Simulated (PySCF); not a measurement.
# One shape, several levels: C3H3F3 (SMILES FCC=C(F)F)

We compute a comparison of 3 runs (HF/pc-0, HF/pc-1, HF/aug-pc-1) of C3H3F3. 

The calculation is run with PySCF 2.14.0.

### Step 1. The molecule

C3H3F3: 9 atoms, total charge 0, spin state singlet. As SMILES, `FCC=C(F)F`. The coordinates come from a PBE0-D4/def2-TZVP relaxation. This is a higher conformer, about 10 kJ/mol above the lowest found by a separate search.

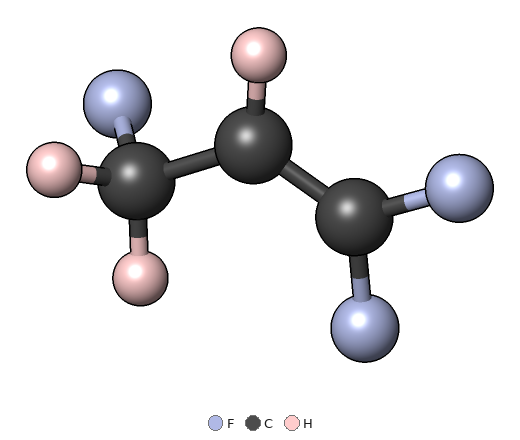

Viewed from a chosen angle; fluorine light blue, carbon dark grey, hydrogen pink.

### Step 2. The response to a field at HF/pc-0 (run 1)

input.xyz reads:

```xyz
9
C3H3F3
F     -0.358300    -2.020900    -0.611200
C      0.505400    -0.954000    -0.400200
C     -0.088900     0.010600     0.554900
C     -0.480400     1.220700     0.203800
F     -0.387500     1.733200    -1.000400
F     -1.009200     2.099000     1.020000
H      0.705000    -0.487800    -1.366900
H      1.435700    -1.372200    -0.005400
H     -0.233300    -0.274900     1.588400
```

input.py reads:

```python
import numpy
from pyscf import gto
from pyscf.prop.polarizability import rhf

mol = gto.M(
    atom='input.xyz',
    verbose=3,
    basis='pc-0',
    max_memory=1860,
    charge=0,
)

mf = mol.RHF()
mf.conv_tol = 1e-10
mf.kernel()
if not mf.converged:
    mf = mf.newton().run(mf.mo_coeff, mf.mo_occ)

energy = mf.e_tot
print('Final energy', energy)
pol = rhf.Polarizability(mf)
alpha = pol.polarizability()
print('isotropic polarizability %.4f bohr^3' % (numpy.trace(alpha) / 3))
alpha_w = pol.polarizability_with_freq(freq=0.0774)
beta = pol.hyper_polarizability()
```

Started as:

```bash
$ OMP_NUM_THREADS=1 python input.py
```

The program printed:

```text
converged SCF energy = -412.325656424294
Final energy -412.3256564242936
isotropic polarizability 26.1547 bohr^3
```

Run time: 13 s. Hardware: 1 thread of Intel Xeon Platinum 8259CL at 2.50GHz (Skylake/Cascade Lake), shared host; peak memory 0.13 GiB.

### Step 3. The polarisability at HF/pc-1 (run 2)

job.py reads:

```python
import numpy
from pyscf import gto
from pyscf.prop.polarizability import rhf

mol = gto.M(
    atom='''
F     -0.677089    -3.818948    -1.155001
C      0.955068    -1.802799    -0.756268
C     -0.167997     0.020031     1.048609
C     -0.907824     2.306789     0.385126
F     -0.732269     3.275273    -1.890482
F     -1.907112     3.966535     1.927521
H      1.332257    -0.921808    -2.583067
H      2.713080    -2.593082    -0.010205
H     -0.440873    -0.519486     3.001641
''',
    unit='bohr',
    basis='pc-1',
    max_memory=1860,
    verbose=4,
    spin=0,
)

mf = mol.RHF()
mf.conv_tol = 1e-10
mf.kernel()
if not mf.converged:
    mf = mf.newton().run(mf.mo_coeff, mf.mo_occ)

energy = mf.e_tot
print('E(%s) = %.9f' % ('HF', energy))
pol = rhf.Polarizability(mf)
alpha = pol.polarizability()
print('isotropic polarizability %.4f bohr^3' % (numpy.trace(alpha) / 3))
alpha_w = pol.polarizability_with_freq(freq=0.0774)
beta = pol.hyper_polarizability()
```

Started as:

```bash
$ OMP_NUM_THREADS=1 python job.py
```

The program printed:

```text
PySCF version 2.14.0

[INPUT] num. atoms = 9
[INPUT] num. electrons = 48
[INPUT] charge = 0
[INPUT] spin (= nelec alpha-beta = 2S) = 0
[INPUT] symmetry False subgroup None
[INPUT] Mole.unit = bohr
[INPUT] Symbol           X                Y                Z      unit          X                Y                Z       unit  Magmom
[INPUT]  1 F     -0.358300068565  -2.020900251289  -0.611200207790 AA   -0.677089000000  -3.818948000000  -1.155001000000 Bohr   0.0
[INPUT]  2 C      0.505400220479  -0.954000146669  -0.400199790948 AA    0.955068000000  -1.802799000000  -0.756268000000 Bohr   0.0
[INPUT]  3 C     -0.088900183903   0.010599948712   0.554899985966 AA   -0.167997000000   0.020031000000   1.048609000000 Bohr   0.0
[INPUT]  4 C     -0.480399772326   1.220700169201   0.203799902533 AA   -0.907824000000   2.306789000000   0.385126000000 Bohr   0.0
[INPUT]  5 F     -0.387500067063   1.733199831142  -1.000399992054 AA   -0.732269000000   3.275273000000  -1.890482000000 Bohr   0.0
[INPUT]  6 F     -1.009200209072   2.098999928317   1.020000186770 AA   -1.907112000000   3.966535000000   1.927521000000 Bohr   0.0
[INPUT]  7 H      0.705000043489  -0.487799786444  -1.366900190679 AA    1.332257000000  -0.921808000000  -2.583067000000 Bohr   0.0
[INPUT]  8 H      1.435700107403  -1.372199900447  -0.005400253437 AA    2.713080000000  -2.593082000000  -0.010205000000 Bohr   0.0
[INPUT]  9 H     -0.233299944510  -0.274900152592   1.588400012563 AA   -0.440873000000  -0.519486000000   3.001641000000 Bohr   0.0

nuclear repulsion = 235.657097047325
number of shells = 24
number of NR pGTOs = 165
number of NR cGTOs = 99
basis = pc-1
ecp = {}

******** <class 'pyscf.scf.hf.RHF'> ********
method = RHF
initial guess = minao
damping factor = 0
level_shift factor = 0
DIIS = <class 'pyscf.scf.diis.CDIIS'>
diis_start_cycle = 1
diis_space = 8
diis_damp = 0
SCF conv_tol = 1e-10
SCF conv_tol_grad = None
SCF max_cycles = 50
direct_scf = True
direct_scf_tol = 1e-13
Set gradient conv threshold to 1e-05
Initial guess from minao.
init E= -414.565633179505
  HOMO = -0.232948448075267  LUMO = 0.105297109924747  gap/eV = 9.20413
cycle= 1 E= -413.345099736051  delta_E= 1.22  |g|= 0.836  |ddm|= 2.82
  HOMO = -0.472530800115393  LUMO = 0.0571554694697367  gap/eV = 14.41350
cycle= 2 E= -413.465846224242  delta_E= -0.121  |g|= 0.478  |ddm|= 0.834
  HOMO = -0.409893402591758  LUMO = 0.140458503049149  gap/eV = 14.97584
cycle= 3 E= -413.505679656847  delta_E= -0.0398  |g|= 0.0706  |ddm|= 0.305
  HOMO = -0.402437902658633  LUMO = 0.15334212745422  gap/eV = 15.12354
cycle= 4 E= -413.507325246814  delta_E= -0.00165  |g|= 0.0216  |ddm|= 0.083
  HOMO = -0.405405556011096  LUMO = 0.150975874319958  gap/eV = 15.13991
cycle= 5 E= -413.507530088944  delta_E= -0.000205  |g|= 0.00667  |ddm|= 0.0354
  HOMO = -0.405260734025138  LUMO = 0.151061569840537  gap/eV = 15.13830
cycle= 6 E= -413.507553787446  delta_E= -2.37e-05  |g|= 0.00216  |ddm|= 0.0142
  HOMO = -0.404863715835883  LUMO = 0.151330099292851  gap/eV = 15.13480
cycle= 7 E= -413.507557287007  delta_E= -3.5e-06  |g|= 0.00102  |ddm|= 0.00523
  HOMO = -0.404921337793769  LUMO = 0.151312209985181  gap/eV = 15.13589
cycle= 8 E= -413.507557741086  delta_E= -4.54e-07  |g|= 0.000201  |ddm|= 0.00206
  HOMO = -0.404921997370695  LUMO = 0.151307252362119  gap/eV = 15.13577
cycle= 9 E= -413.507557767278  delta_E= -2.62e-08  |g|= 6.27e-05  |ddm|= 0.00046
  HOMO = -0.404915325775105  LUMO = 0.151308726921548  gap/eV = 15.13563
cycle= 10 E= -413.507557769177  delta_E= -1.9e-09  |g|= 2.35e-05  |ddm|= 0.000101
  HOMO = -0.404918148826137  LUMO = 0.151306534423129  gap/eV = 15.13564
cycle= 11 E= -413.507557769413  delta_E= -2.36e-10  |g|= 7.16e-06  |ddm|= 3.75e-05
  HOMO = -0.404918320394635  LUMO = 0.151306458836587  gap/eV = 15.13565
cycle= 12 E= -413.507557769433  delta_E= -1.98e-11  |g|= 1.65e-06  |ddm|= 1.16e-05
  HOMO = -0.404917982564709  LUMO = 0.151306691237455  gap/eV = 15.13564
Extra cycle  E= -413.507557769436  delta_E= -2.96e-12  |g|= 7.5e-07  |ddm|= 2.41e-06
converged SCF energy = -413.507557769436
E(HF) = -413.507557769
Isotropic polarizability 31.3178468478
Polarizability anisotropy 15.0115899686
isotropic polarizability 31.3178 bohr^3
```

It took 49 s on 1 thread of Intel Xeon Platinum 8259CL at 2.50GHz (Skylake/Cascade Lake), shared host; peak memory 0.21 GiB.

### Step 4. The polarisability at HF/aug-pc-1 (run 3)

Edit input.xyz of step 2 so:

```diff
@@ -1,3 +1,3 @@
 9
-C3H3F3
+
 F     -0.358300    -2.020900    -0.611200
```

input.py reads:

```python
import numpy
from pyscf import gto, scf
from pyscf.prop.polarizability import rhf

mol = gto.Mole()
mol.atom = 'input.xyz'
mol.charge = 0
mol.basis = 'aug-pc-1'
mol.verbose = 3
mol.max_memory = 1860
mol.build()

mf = scf.RHF(mol)
mf.conv_tol = 1e-10
mf.kernel()
if not mf.converged:
    mf = mf.newton().run(mf.mo_coeff, mf.mo_occ)

energy = mf.e_tot
print('E = %.10f Eh' % energy)
pol = rhf.Polarizability(mf)
alpha = pol.polarizability()
print('isotropic polarizability %.4f bohr^3' % (numpy.trace(alpha) / 3))
alpha_w = pol.polarizability_with_freq(freq=0.0774)
beta = pol.hyper_polarizability()
```

Started as:

```bash
$ OMP_NUM_THREADS=1 python input.py
```

The program printed:

```text
converged SCF energy = -413.537344120861
E = -413.5373441209 Eh
isotropic polarizability 38.3024 bohr^3
```

Run time: 6.7 min. Hardware: 1 thread of Intel Xeon Platinum 8259CL at 2.50GHz (Skylake/Cascade Lake), shared host; peak memory 0.83 GiB.

### Step 5. All runs side by side

```tsv
run	level	energy (Eh)	dipole moment (D)	HOMO energy (eV)	LUMO energy (eV)	wall time
1	HF/pc-0	-412.325656	2.21	-11.39	3.82	13 s
2	HF/pc-1	-413.507558	1.93	-11.02	4.12	49 s
3	HF/aug-pc-1	-413.537344	1.75	-10.91	0.81	6.7 min
```

### Step 6. Summary of results

| quantity | value |
| --- | --- |
| run 3: total energy | -413.53734 Eh |
| run 3: dipole moment | 1.75 D |
| run 3: HOMO energy | -10.91 eV |
| run 3: LUMO energy | 0.81 eV |
| run 3: HOMO–LUMO gap | 11.72 eV |
| run 3: mean static polarisability | 38.3 bohr³ |
| run 3: mean polarisability at ω = 0.0774 Eh | 39.2 bohr³ |

What this shows: The dipole moment (its size) runs from 1.75 D (HF/aug-pc-1) to 2.21 D (HF/pc-0). The HOMO–LUMO gap runs from 11.72 eV (HF/aug-pc-1) to 15.21 eV (HF/pc-0). All runs together took 7.7 min, the longest 6.7 min.
